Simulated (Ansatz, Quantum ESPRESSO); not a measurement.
# Ag(111) with one reversed stacking step (an intrinsic fault): ballistic transmission, part 2 of 3

Aim: the zero-bias transmission with pwcond for this junction: Ag(111) with one reversed stacking step (an intrinsic fault).

Quantum ESPRESSO 7.5; plane-wave DFT, PBE, GBRV ultrasoft pseudopotentials; cross-check by Ansatz 0.2.0 with PAW datasets.

So far. Step 2 (Ground state): The run needed 13 iterations to bring the estimated error under 1e-07 Ry; the largest force on any atom, held or free, is 0.01 eV/Å.

### Step 3. Transmission with pwcond.x

Level of this step: transmission by pwcond, lead and junction from one cell; plane-wave DFT, PBE, GBRV ultrasoft pseudopotentials (Quantum ESPRESSO).

prefixt takes both regions from one run: the lead from 0 to bdl, the scattering region from bdl to bds (units of alat). ikind = 1 puts the same lead on both sides. The program's T_tot counts both spins in a run without spin; the tables below give T per spin.

Input file cond.in:

```
&inputcond
  outdir = './out'
  prefixt = 'scf'
  tran_file = 'cond.dat'
  bdl = 2.4494897423
  bds = 16.3299316176
  ikind = 1
  ewind = 4.0
  epsproj = 1e-05
  nz1 = 7
  energy0 = 0.4
  denergy = -0.4
/
10
  0.00000000 0.00000000 0.01562500
  0.00000000 0.12500000 0.09375000
  0.00000000 0.25000000 0.09375000
  0.00000000 0.37500000 0.09375000
  0.00000000 0.50000000 0.04687500
  0.12500000 0.25000000 0.09375000
  0.12500000 0.37500000 0.18750000
  0.12500000 0.50000000 0.18750000
  0.25000000 0.50000000 0.09375000
  0.25000000 0.62500000 0.09375000
3
```

Started as:

```bash
$ OMP_NUM_THREADS=1 mpirun -n 8 pwcond.x -in cond.in > cond.out
```

Output:

```text
[banner, memory and clock lines left out]
Program PWCOND v.7.5 starts

          URL

     ./out/scf.save/

     IMPORTANT: XC functional enforced from input :
     Exchange-correlation= PBE
                           (   1   4   3   4   0   0   0)
     Any further DFT definition will be discarded
     Please, verify this is what you really want

     Reading collected, re-writing distributed wavefunctions

===== INPUT FILE containing all the regions =====

     GEOMETRY:

     lattice parameter (alat)  =       5.5454  a.u.
     the volume                =    2411.6312 (a.u.)^3
     the cross section         =      26.6314 (a.u.)^2
     l of the unit cell        =      16.3299 (alat)
     number of atoms/cell      =           20
     number of atomic types    =            1

     crystal axes: (cart. coord. in units of alat)
               a(1) = (  1.0000  0.0000  0.0000 )
               a(2) = (  0.5000  0.8660  0.0000 )
               a(3) = (  0.0000  0.0000 16.3299 )

   Cartesian axes

     site n.     atom                  positions (alat units)
          1        Ag     tau(  1)=(  0.0000  0.0000 16.3299  )
          2        Ag     tau(  2)=(  0.5000  0.2887  0.8165  )
          3        Ag     tau(  3)=(  1.0000  0.5774  1.6330  )
          4        Ag     tau(  4)=(  0.0000  0.0000  2.4495  )
          5        Ag     tau(  5)=(  0.5000  0.2887  3.2660  )
          6        Ag     tau(  6)=(  1.0000  0.5774  4.0825  )
          7        Ag     tau(  7)=(  0.0000  0.0000  4.8990  )
          8        Ag     tau(  8)=(  0.5000  0.2887  5.7155  )
          9        Ag     tau(  9)=(  1.0000  0.5774  6.5320  )
         10        Ag     tau( 10)=(  0.5000  0.2887  7.3485  )
         11        Ag     tau( 11)=(  1.0000  0.5774  8.1650  )
         12        Ag     tau( 12)=(  0.0000  0.0000  8.9815  )
         13        Ag     tau( 13)=(  0.5000  0.2887  9.7980  )
         14        Ag     tau( 14)=(  1.0000  0.5774 10.6145  )
         15        Ag     tau( 15)=(  0.0000  0.0000 11.4310  )
         16        Ag     tau( 16)=(  0.5000  0.2887 12.2474  )
         17        Ag     tau( 17)=(  1.0000  0.5774 13.0639  )
         18        Ag     tau( 18)=(  0.0000  0.0000 13.8804  )
         19        Ag     tau( 19)=(  0.5000  0.2887 14.6969  )
         20        Ag     tau( 20)=(  1.0000  0.5774 15.5134  )

     nr1s                      =           24
     nr2s                      =           24
     nr3s                      =          375
     nr1sx                     =           24
     nr2sx                     =           24
     nr3sx                     =          375
     nr1                       =           25
     nr2                       =           25
     nr3                       =          432
     nr1x                      =           25
     nr2x                      =           25
     nr3x                      =          432

 _______________________________
  Radii of nonlocal spheres:

     type       ibeta     ang. mom.          radius (alat units)
       Ag         1         0                    0.3125
       Ag         2         0                    0.3125
       Ag         3         1                    0.3125
       Ag         4         1                    0.3125
       Ag         5         2                    0.3125
       Ag         6         2                    0.3125
----- General information -----

--- T calc. with identical leads (ikind=1) ---

     nrx                       =           24
     nry                       =           24
     nz1                       =            7

     energy0               =         4.0E-01
     denergy               =        -4.0E-01
     nenergy               =          3
     ecut2d                =         4.0E+01
     ewind                 =         4.0E+00
     epsproj               =         1.0E-05

     number of k_|| points=   10
                       cryst. coord.
        k(    1) = (   0.0000000   0.0000000), wk =   0.0156250
        k(    2) = (   0.0000000   0.1250000), wk =   0.0937500
        k(    3) = (   0.0000000   0.2500000), wk =   0.0937500
        k(    4) = (   0.0000000   0.3750000), wk =   0.0937500
        k(    5) = (   0.0000000   0.5000000), wk =   0.0468750
        k(    6) = (   0.1250000   0.2500000), wk =   0.0937500
        k(    7) = (   0.1250000   0.3750000), wk =   0.1875000
        k(    8) = (   0.1250000   0.5000000), wk =   0.1875000
        k(    9) = (   0.2500000   0.5000000), wk =   0.0937500
        k(   10) = (   0.2500000   0.6250000), wk =   0.0937500
----- Information about left/right lead -----

     nocros                   =           18
     noins                    =           36
     norb                     =           72
     norbf                    =          324
     nrz                      =           56

      iorb      type   ibeta   ang. mom.   m       position (alat)
        1        1       1        0        1   taunew(   1)=(  0.0000  0.0000  0.0000)
        2        1       2        0        1   taunew(   2)=(  0.0000  0.0000  0.0000)
        3        1       3        1        1   taunew(   3)=(  0.0000  0.0000  0.0000)
        4        1       3        1        2   taunew(   4)=(  0.0000  0.0000  0.0000)
        5        1       3        1        3   taunew(   5)=(  0.0000  0.0000  0.0000)
        6        1       4        1        1   taunew(   6)=(  0.0000  0.0000  0.0000)
        7        1       4        1        2   taunew(   7)=(  0.0000  0.0000  0.0000)
        8        1       4        1        3   taunew(   8)=(  0.0000  0.0000  0.0000)
        9        1       5        2        1   taunew(   9)=(  0.0000  0.0000  0.0000)
       10        1       5        2        2   taunew(  10)=(  0.0000  0.0000  0.0000)
       11        1       5        2        3   taunew(  11)=(  0.0000  0.0000  0.0000)
       12        1       5        2        4   taunew(  12)=(  0.0000  0.0000  0.0000)
       13        1       5        2        5   taunew(  13)=(  0.0000  0.0000  0.0000)
       14        1       6        2        1   taunew(  14)=(  0.0000  0.0000  0.0000)
       15        1       6        2        2   taunew(  15)=(  0.0000  0.0000  0.0000)
       16        1       6        2        3   taunew(  16)=(  0.0000  0.0000  0.0000)
       17        1       6        2        4   taunew(  17)=(  0.0000  0.0000  0.0000)
       18        1       6        2        5   taunew(  18)=(  0.0000  0.0000  0.0000)
       19        1       1        0        1   taunew(  19)=(  0.5000  0.2887  0.8165)
       20        1       2        0        1   taunew(  20)=(  0.5000  0.2887  0.8165)
       21        1       3        1        1   taunew(  21)=(  0.5000  0.2887  0.8165)
[...]
267        1       6        2        2   taunew( 267)=(  0.0000  0.0000 11.4310)
      268        1       6        2        3   taunew( 268)=(  0.0000  0.0000 11.4310)
      269        1       6        2        4   taunew( 269)=(  0.0000  0.0000 11.4310)
      270        1       6        2        5   taunew( 270)=(  0.0000  0.0000 11.4310)
      271        1       1        0        1   taunew( 271)=(  0.5000  0.2887 12.2474)
      272        1       2        0        1   taunew( 272)=(  0.5000  0.2887 12.2474)
      273        1       3        1        1   taunew( 273)=(  0.5000  0.2887 12.2474)
      274        1       3        1        2   taunew( 274)=(  0.5000  0.2887 12.2474)
      275        1       3        1        3   taunew( 275)=(  0.5000  0.2887 12.2474)
      276        1       4        1        1   taunew( 276)=(  0.5000  0.2887 12.2474)
      277        1       4        1        2   taunew( 277)=(  0.5000  0.2887 12.2474)
      278        1       4        1        3   taunew( 278)=(  0.5000  0.2887 12.2474)
      279        1       5        2        1   taunew( 279)=(  0.5000  0.2887 12.2474)
      280        1       5        2        2   taunew( 280)=(  0.5000  0.2887 12.2474)
      281        1       5        2        3   taunew( 281)=(  0.5000  0.2887 12.2474)
      282        1       5        2        4   taunew( 282)=(  0.5000  0.2887 12.2474)
      283        1       5        2        5   taunew( 283)=(  0.5000  0.2887 12.2474)
      284        1       6        2        1   taunew( 284)=(  0.5000  0.2887 12.2474)
      285        1       6        2        2   taunew( 285)=(  0.5000  0.2887 12.2474)
      286        1       6        2        3   taunew( 286)=(  0.5000  0.2887 12.2474)
      287        1       6        2        4   taunew( 287)=(  0.5000  0.2887 12.2474)
      288        1       6        2        5   taunew( 288)=(  0.5000  0.2887 12.2474)
      289        1       1        0        1   taunew( 289)=(  1.0000  0.5774 13.0639)
      290        1       2        0        1   taunew( 290)=(  1.0000  0.5774 13.0639)
      291        1       3        1        1   taunew( 291)=(  1.0000  0.5774 13.0639)
      292        1       3        1        2   taunew( 292)=(  1.0000  0.5774 13.0639)
      293        1       3        1        3   taunew( 293)=(  1.0000  0.5774 13.0639)
      294        1       4        1        1   taunew( 294)=(  1.0000  0.5774 13.0639)
      295        1       4        1        2   taunew( 295)=(  1.0000  0.5774 13.0639)
      296        1       4        1        3   taunew( 296)=(  1.0000  0.5774 13.0639)
      297        1       5        2        1   taunew( 297)=(  1.0000  0.5774 13.0639)
      298        1       5        2        2   taunew( 298)=(  1.0000  0.5774 13.0639)
      299        1       5        2        3   taunew( 299)=(  1.0000  0.5774 13.0639)
      300        1       5        2        4   taunew( 300)=(  1.0000  0.5774 13.0639)
      301        1       5        2        5   taunew( 301)=(  1.0000  0.5774 13.0639)
      302        1       6        2        1   taunew( 302)=(  1.0000  0.5774 13.0639)
      303        1       6        2        2   taunew( 303)=(  1.0000  0.5774 13.0639)
      304        1       6        2        3   taunew( 304)=(  1.0000  0.5774 13.0639)
      305        1       6        2        4   taunew( 305)=(  1.0000  0.5774 13.0639)
      306        1       6        2        5   taunew( 306)=(  1.0000  0.5774 13.0639)
      307        1       1        0        1   taunew( 307)=(  0.0000  0.0000 13.8804)
      308        1       2        0        1   taunew( 308)=(  0.0000  0.0000 13.8804)
      309        1       3        1        1   taunew( 309)=(  0.0000  0.0000 13.8804)
      310        1       3        1        2   taunew( 310)=(  0.0000  0.0000 13.8804)
      311        1       3        1        3   taunew( 311)=(  0.0000  0.0000 13.8804)
      312        1       4        1        1   taunew( 312)=(  0.0000  0.0000 13.8804)
      313        1       4        1        2   taunew( 313)=(  0.0000  0.0000 13.8804)
      314        1       4        1        3   taunew( 314)=(  0.0000  0.0000 13.8804)
      315        1       5        2        1   taunew( 315)=(  0.0000  0.0000 13.8804)
      316        1       5        2        2   taunew( 316)=(  0.0000  0.0000 13.8804)
      317        1       5        2        3   taunew( 317)=(  0.0000  0.0000 13.8804)
      318        1       5        2        4   taunew( 318)=(  0.0000  0.0000 13.8804)
      319        1       5        2        5   taunew( 319)=(  0.0000  0.0000 13.8804)
      320        1       6        2        1   taunew( 320)=(  0.0000  0.0000 13.8804)
      321        1       6        2        2   taunew( 321)=(  0.0000  0.0000 13.8804)
      322        1       6        2        3   taunew( 322)=(  0.0000  0.0000 13.8804)
      323        1       6        2        4   taunew( 323)=(  0.0000  0.0000 13.8804)
      324        1       6        2        5   taunew( 324)=(  0.0000  0.0000 13.8804)
 ngper, shell number =           85          11
 ngper, n2d =           85          78
---  E-Ef =    0.4000000  k =    0.0000000   0.0000000
---  ie =          1  ik =          1
 Nchannels of the left tip =            0
 Right moving states:
   k1(2pi/a)   k2(2pi/a)   E-Ef (eV)
 Left moving states:
   k1(2pi/a)   k2(2pi/a)   E-Ef (eV)

 to transmit
          E-Ef(ev), T =    0.4000000   0.0000000
---  E-Ef =    0.0000000  k =    0.0000000   0.0000000
---  ie =          2  ik =          1
 Nchannels of the left tip =            0
 Right moving states:
   k1(2pi/a)   k2(2pi/a)   E-Ef (eV)
 Left moving states:
   k1(2pi/a)   k2(2pi/a)   E-Ef (eV)

 to transmit
          E-Ef(ev), T =    0.0000000   0.0000000
---  E-Ef =   -0.4000000  k =    0.0000000   0.0000000
---  ie =          3  ik =          1
 Nchannels of the left tip =            1
 Right moving states:
   k1(2pi/a)   k2(2pi/a)   E-Ef (eV)
   0.4630159  -0.0000014  -0.4000000
 Left moving states:
   k1(2pi/a)   k2(2pi/a)   E-Ef (eV)
  -0.4630159  -0.0000014  -0.4000000

 to transmit
 Band j to band i transmissions and reflections:
    j         i     |T_ij|^2    |R_ij|^2

    1 -->     1     0.99750     0.00250
   Total T_j, R_j =    0.99750  0.00250

E-Ef(ev), T(x2 spins) =   -0.4000000   1.9949988
 ngper, shell number =           85          45
 ngper, n2d =           85          85
[... further energies and points left out ...]
---  E-Ef =    0.4000000  k =    0.2500000   0.6250000
---  ie =          1  ik =         10
 Nchannels of the left tip =            0
 Right moving states:
   k1(2pi/a)   k2(2pi/a)   E-Ef (eV)
 Left moving states:
   k1(2pi/a)   k2(2pi/a)   E-Ef (eV)

 to transmit
          E-Ef(ev), T =    0.4000000   0.0000000
---  E-Ef =    0.0000000  k =    0.2500000   0.6250000
---  ie =          2  ik =         10
 Nchannels of the left tip =            0
 Right moving states:
   k1(2pi/a)   k2(2pi/a)   E-Ef (eV)
 Left moving states:
   k1(2pi/a)   k2(2pi/a)   E-Ef (eV)

 to transmit
          E-Ef(ev), T =    0.0000000   0.0000000
---  E-Ef =   -0.4000000  k =    0.2500000   0.6250000
---  ie =          3  ik =         10
 Nchannels of the left tip =            0
 Right moving states:
   k1(2pi/a)   k2(2pi/a)   E-Ef (eV)
 Left moving states:
   k1(2pi/a)   k2(2pi/a)   E-Ef (eV)

 to transmit
          E-Ef(ev), T =   -0.4000000   0.0000000
   T_tot     0.40000      0.17705E+01
   T_tot     0.00000      0.17201E+01
   T_tot    -0.40000      0.17036E+01

Note: The following floating-point exceptions are signalling: IEEE_UNDERFLOW_FLAG
Note: The following floating-point exceptions are signalling: IEEE_UNDERFLOW_FLAG
Note: The following floating-point exceptions are signalling: IEEE_UNDERFLOW_FLAG
Note: The following floating-point exceptions are signalling: IEEE_UNDERFLOW_FLAG
Note: The following floating-point exceptions are signalling: IEEE_UNDERFLOW_FLAG
Note: The following floating-point exceptions are signalling: IEEE_UNDERFLOW_FLAG
Note: The following floating-point exceptions are signalling: IEEE_UNDERFLOW_FLAG
Note: The following floating-point exceptions are signalling: IEEE_UNDERFLOW_FLAG
```

Run time: 73 s. Hardware: 8 MPI ranks of Arm Neoverse N1, shared host; peak memory 0.61 GiB; 9.7 min of CPU time.

Read from the output:

| Item | Value |
| --- | --- |
| lead channels at the Fermi level, one spin | 0.8906 |
| transmission at the Fermi level, one spin | 0.8601 |
| conductance | 0.8601 G₀ |

Per spin; mean over the k mesh across the current. The open channels, zone mean by energy, zero at the Fermi level:

```tsv
energy (eV)	open channels, zone mean
-0.400	0.859
0.000	0.891
0.400	0.891
```

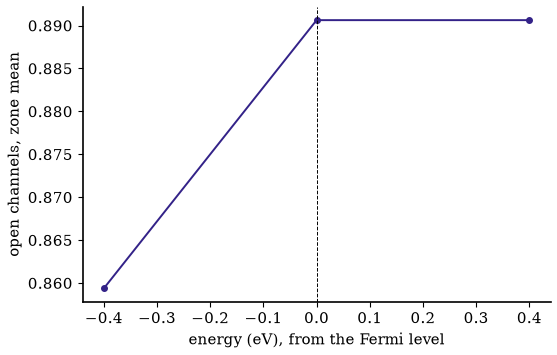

Open channels, zone mean against energy.

Per spin; mean over the k mesh across the current. Table of transmission, zone mean by energy, zero at the Fermi level:

```tsv
energy (eV)	transmission, zone mean
-0.400	0.852
0.000	0.860
0.400	0.885
```

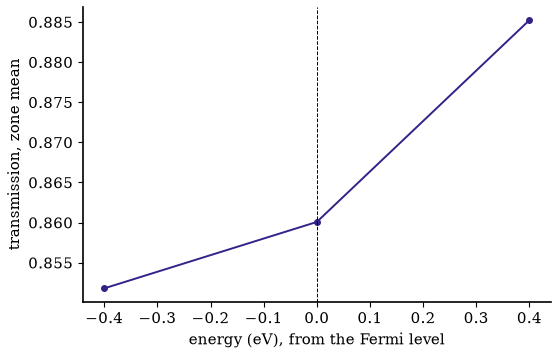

Transmission, zone mean, plotted against energy.

At 0.000 eV; k in fractions of b1, b2. Transmission by k point:

```tsv
k1	k2	weight	t	channels
0	0	0.01562	0	0
0	0.125	0.09375	1	1
0	0.25	0.09375	1	1
0	0.375	0.09375	1	1
0	0.5	0.04688	0.3782	1
0.125	0.25	0.09375	1	1
0.125	0.375	0.1875	1	1
0.125	0.5	0.1875	0.993	1
0.25	0.5	0.09375	0.9989	1
0.25	0.625	0.09375	0	0
```

The program's own clock; routines nest. Time by routine:

```tsv
routine	wall time (s)	calls
PWCOND	72.06	1
scatter_forw	55.99	60
compbs	7.15	30
compbs_2	5.96	30
local	3.82	10
init	1.06	1
poten	0.13	1
```

At no point does T exceed the number of channels.

[end of part 2 of 3]

[Logs are printed without paths, hosts, clocks, repeated set-up lines and the standing remarks that a program may print on its own settings, such as how far it seeks lower states.]

[Hosts, paths, dates, database ids (printed as entryN), source tags and the programs' standing remarks are cut or masked in the printed files.]

[Maps of the electrostatic potential energy from Ansatz leave out the sawtooth potential of an applied field or a dipole correction, so their vacuum need not be flat; planar profiles and work functions include it.]
